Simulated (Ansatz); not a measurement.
# A hypothetical structure for HfMg3InS2, part 2 of 2

This structure for HfMg3InS2 is made up. Its elements were placed in a known structure type with a cell scaled to their sizes. What cell does the guess relax to, and how far off was it?

Ansatz 0.2.0; DFT, r2SCAN, plane-wave PAW, files of the set soft_1, scalar-relativistic, no spin, cell and ions relaxed at zero pressure; PAW set soft_1 (the session's first sound run).

So far: Set-up; Relaxing cell and atoms. The relaxed cell has a = 6.573, c = 12.865 Å (conventional setting).

## 3. Bands of the relaxed cell

A second self-consistent run takes a narrower smearing and the mesh shown in its input; the bands follow along the standard path of the relaxed lattice.

This step: DFT, r2SCAN, plane-wave PAW, files of the set soft_1, scalar-relativistic, no spin, bands and density of states at the relaxed cell; PAW set soft_1 (Ansatz 0.2.0).

The input, input.yaml:

```yaml
crystal:
  lattice:
    - [3.286666133, 1.8975575768, 4.2884603043]
    - [-3.286666133, 1.8975575768, 4.2884603043]
    - [0.0, -3.7951151531, 4.2884603045]
  atoms:
    - { symbol: Hf, position: [0.0, 0.0, 0.0] }
    - { symbol: In, position: [0.5, 0.5, 0.5] }
    - { symbol: S, position: [0.8098514747, 0.8098514747, 0.8098514747] }
    - { symbol: S, position: [0.1901485253, 0.1901485253, 0.1901485253] }
    - { symbol: Mg, position: [0.5, 0.0, 0.5] }
    - { symbol: Mg, position: [0.5, 0.5, 0.0] }
    - { symbol: Mg, position: [0.0, 0.5, 0.5] }
kpoints:
  mp_grid: { grid: [6, 6, 6] }
  band_path:
    path:
      - [[0.0, 0.0, 0.0], [0.5, 0.0, 0.0], [0.5, 0.29719232, -0.29719232]]
      - [[0.70280768, 0.5, 0.29719232], [0.5, 0.5, 0.5], [0.0, 0.0, 0.0], [0.39859616, 0.0, -0.39859616]]
      - [[0.60140384, 0.39859616, 0.0], [0.5, 0.5, 0.0], [0.60140384, 0.60140384, 0.29719232], [0.5, 0.5, 0.5]]
      - [[0.5, 0.0, 0.0], [0.70280768, 0.39859616, 0.39859616]]
    npoints: 8
scf:
  occupations: { method: fermi_dirac, width: 0.03 }
  n_extra_bands: 11
hamiltonian:
  xc: r2scan
  pseudopotentials: { kind: paw, azcp: { folder: soft_1 } }
output:
  forces: true
  stress: true
  write_bands: true
  dos: { projected: true }
  write_density: true
  write_potential: true
  elf: true
  volumetric_format: npy
```

Run with:

```
$ ansatz run input.yaml --threads 4 --pin off --max-ram 10240MiB --backend cpu --events-out ev --progress --plain --runs-dir out
```

Numbers of over 12 decimals in the logs are rounded to 6 here.

The program printed:

```text
[...]
Crystal: 7 atoms, lattice volume = 160.473 Å³
Basis set: ecut = 500 eV, 4059 PW (Γ), exchange–correlation on 180×180×180 points (64 copies of the dense FFT grid, shifted against one another)
Bands: 52, of which v1, the nominal top of the filled ones, is band 41 counted from 1 (40 counted from 0)
Symmetry: 12 space group operations
[...]
k-points: 32 of 216
[...]
SCF iter   1: F=—  HF=-28939.096161 eV  |F-HF|=—  |Δ(HF+E_count)|=         —  Δρ=4.80e-2  dr2=9.00e0  dr2_τ=2.16e-1  ethr=3.10e-3  ⟨swp⟩=7.2  Hψ=6793  notcnv=0  defer=5
[...]
SCF iter  11: F=-28938.315929 eV  HF=-28938.315929 eV  |F-HF|=1.78e-8  |Δ(HF+E_count)|=   3.03e-9  Δρ=4.18e-6  dr2=3.39e-8  dr2_τ=2.06e-9  ethr=1.23e-10  ⟨swp⟩=17.8  Hψ=14655  notcnv=0
SCF 1 converged in 11 iterations: F = -28938.315929 eV  dr2 = 3.39e-8
[...]
NSCF: frozen V_eff on 76 k-points
SCF converged after 11 iterations
Free energy (F): -28938.315929 eV
[...]
Internal energy: -28938.294246 eV  (E = F + TS)
E sigma→0 (E₀):  -28938.305087 eV
Entropy (-TS):   -0.021683 eV (-3.098 meV/atom)
Fermi energy:    7.893566 eV
[...]
--- Forces (eV/Å), atoms counted from 1 ---
  atom   1  Hf     0.00000000    -0.00000000     0.00000000
  atom   2  In     0.00000000    -0.00000000     0.00000000
  atom   3  S      0.00000000     0.00000000     0.02117916
  atom   4  S     -0.00000000    -0.00000000    -0.02117916
  atom   5  Mg    -0.00000000    -0.00000000     0.00000000
  atom   6  Mg     0.00000000     0.00000000    -0.00000000
  atom   7  Mg     0.00000000     0.00000000    -0.00000000
  max |Σ_I F_I| component: 1.39e-17 eV/Å
--- Stress (GPa, compression-positive) ---
       -0.031928      -0.000000      -0.000000
       -0.000000      -0.031928       0.000000
       -0.000000       0.000000       0.069772
  P = ⅓ Tr σ = 0.0020 GPa (0.020 kbar)
--- Band table (eV; the first three rows and the last of 32) ---
  k-point 0: bands = [... 37 lower, 6.6394, 6.7696, 7.2354, 7.2354, 7.5754, 7.5754, 10.3025, 10.3025, ... 7 higher]
  k-point 1: bands = [... 37 lower, 5.9122, 6.5790, 7.2277, 7.6366, 7.9936, 8.2460, 9.9671, 10.3106, ... 7 higher]
  k-point 2: bands = [... 37 lower, 5.7318, 6.5775, 7.2661, 7.7027, 8.7907, 9.1291, 9.5721, 10.2085, ... 7 higher]
  k-point 31: bands = [... 37 lower, 5.7089, 7.6864, 7.6864, 8.8077, 9.3889, 9.3889, 9.5550, 9.5550, ... 7 higher]
```

The job ended after 6.4 s (4 threads of AMD EPYC 9B45 (Zen 5), shared host; peak memory 1.2 GiB; 23 s of CPU time).

Numbers from this step:

| Property | Result |
| --- | --- |
| free energy | -28938.3159 eV |
| energy at zero smearing | -28938.3051 eV |
| smearing term TS | 0.02168 eV |
| Fermi energy | 7.894 eV |
| pressure | 0.001972 GPa |

bands.tsv at the labelled points (eV, zero at the Fermi level; the bands that come nearest the Fermi level along the path):

```
point  band 38  band 39  band 40  band 41  band 42  band 43  band 44  band 45
    Γ    -1.25    -1.12    -0.66    -0.66    -0.32    -0.32     2.41     2.41
    L    -2.18    -1.17    -0.59    -0.18     0.92     1.93     1.95     2.14
   B1    -2.01    -0.99    -0.62    -0.12     0.91     1.65     1.71     1.94
    B    -2.01    -0.99    -0.62    -0.12     0.91     1.65     1.71     1.94
    Z    -2.18    -0.21    -0.21     0.91     1.50     1.50     1.66     1.66
    Γ    -1.25    -1.12    -0.66    -0.66    -0.32    -0.32     2.41     2.41
    X    -1.54    -1.45     0.07     0.46     0.56     0.65     1.74     2.08
    Q    -1.54    -1.45     0.07     0.46     0.56     0.65     1.74     2.08
    F    -1.57    -1.49     0.17     0.42     0.47     0.58     1.48     2.31
   P1    -2.06    -0.79    -0.55    -0.20     0.95     1.61     1.74     1.91
    Z    -2.18    -0.21    -0.21     0.91     1.50     1.50     1.66     1.66
    L    -2.18    -1.17    -0.59    -0.18     0.92     1.93     1.95     2.14
    P    -2.06    -0.79    -0.55    -0.20     0.95     1.61     1.74     1.91
```

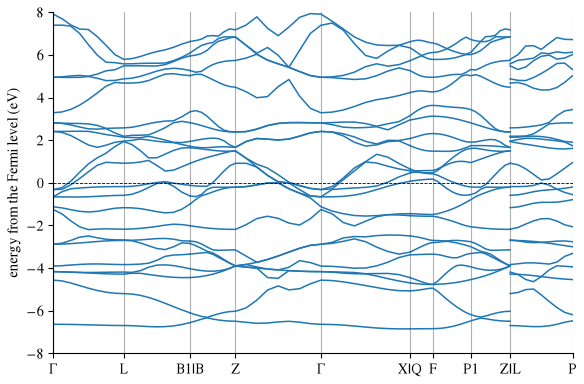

Bands along the path. 30 bands lie wholly below the window drawn.

States per cell as run, both spins, in windows of 1 eV, from dos.tsv (zero at the Fermi level): Near the top, bands beyond those computed are missing, so counts there can be too low.

| from | to | total |
| --- | --- | --- |
| -8 | -7 | 0.00 |
| -7 | -6 | 2.04 |
| -6 | -5 | 1.72 |
| -5 | -4 | 3.93 |
| -4 | -3 | 3.13 |
| -3 | -2 | 3.67 |
| -2 | -1 | 2.94 |
| -1 | 0 | 3.62 |
| 0 | 1 | 3.22 |
| 1 | 2 | 3.76 |
| 2 | 3 | 5.13 |
| 3 | 4 | 1.00 |
| 4 | 5 | 2.46 |

A further 60.0 states lie below the table's range.

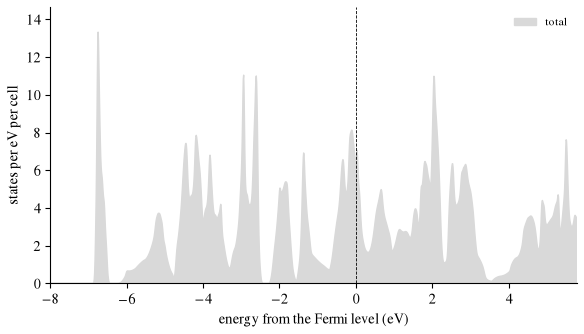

Total density of states, smoothed over about 0.04 eV.

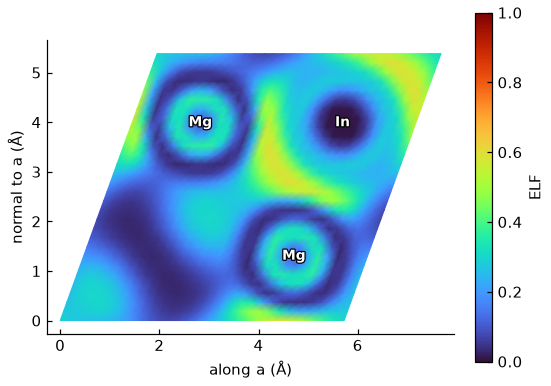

ELF in the ac plane of the cell as run, not the conventional one, at fractional y = 0.500, with atoms of In and Mg within 0.2 Å of it. It is the smooth field of the valence electrons, not physical close to the nuclei. The map starts off the cell's origin, so that atoms lie inside it.

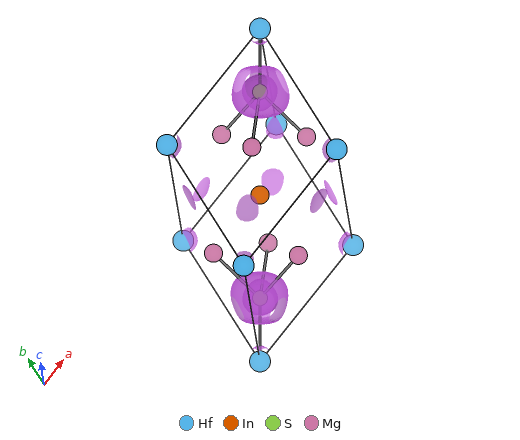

Surface of ELF = 0.8. Drawn on the cell as run, not the conventional one. Bonds to atoms that aren't drawn are left out.

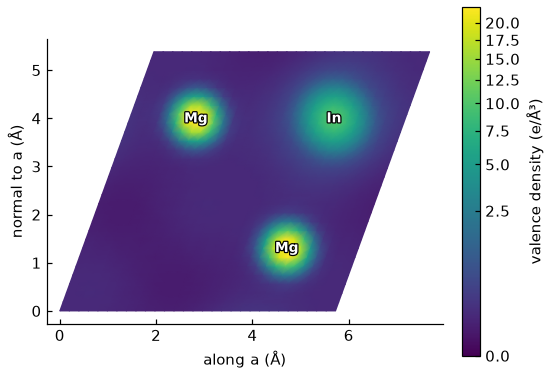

Valence density in the ac plane of the cell as run, not the conventional one, at fractional y = 0.500, with atoms of In and Mg within 0.2 Å of it. It is the smooth field of the valence electrons, not physical close to the nuclei. The map starts off the cell's origin, so that atoms lie inside it. The colour scale is stretched toward low values.

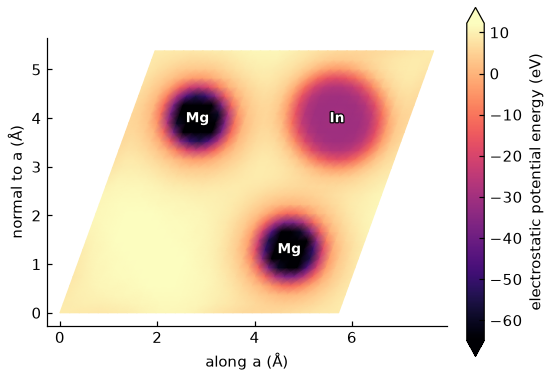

Electrostatic potential energy in the ac plane of the cell as run, not the conventional one, at fractional y = 0.500, with atoms of In and Mg within 0.2 Å of it. With pseudopotentials it is smooth inside the atoms' cores, unlike the true potential. The map starts off the cell's origin, so that atoms lie inside it.

## 4. What came out

| Quantity | Value |
| --- | --- |
| space group, relaxed | R-3m |
| conventional cell | a = 6.573, b = 6.573, c = 12.865 Å; α = 90.0°, β = 90.0°, γ = 120.0° |
| volume per atom | 22.92 Å³ (guess 20.13) |

HfMg3InS2 relaxes to R-3m with a = 6.573, b = 6.573 and c = 12.865 Å. The guessed volume was 12 % too small. The space group R-3m was held in the relaxation, so the end point is a stationary structure within it and may be a saddle against distortions or other arrangements. Bands cross the Fermi level, so it is a metal or semimetal at this level. The electron count is odd, which forces that without spin polarisation or a larger cell. On the 6×6×6 mesh with the narrower smearing (relaxed on 6×6×6) the largest force component is 0.021 eV/Å and the largest stress component is 0.070 GPa, against the relaxation's thresholds of 0.015 eV/Å and 0.05 GPa. The cutoff wasn't tested. Spin-orbit coupling is left out, which can matter for elements this heavy. No dispersion term is used, so weakly bound directions may come out too long. Nothing here tests whether the compound is stable against decomposition.

[Logs are printed without paths, hosts, clocks, repeated set-up lines and the standing remarks that a program may print on its own settings, such as how far it seeks lower states.]

[Hosts, paths, dates, database ids (printed as entryN), source tags and the programs' standing remarks are cut or masked in the printed files.]
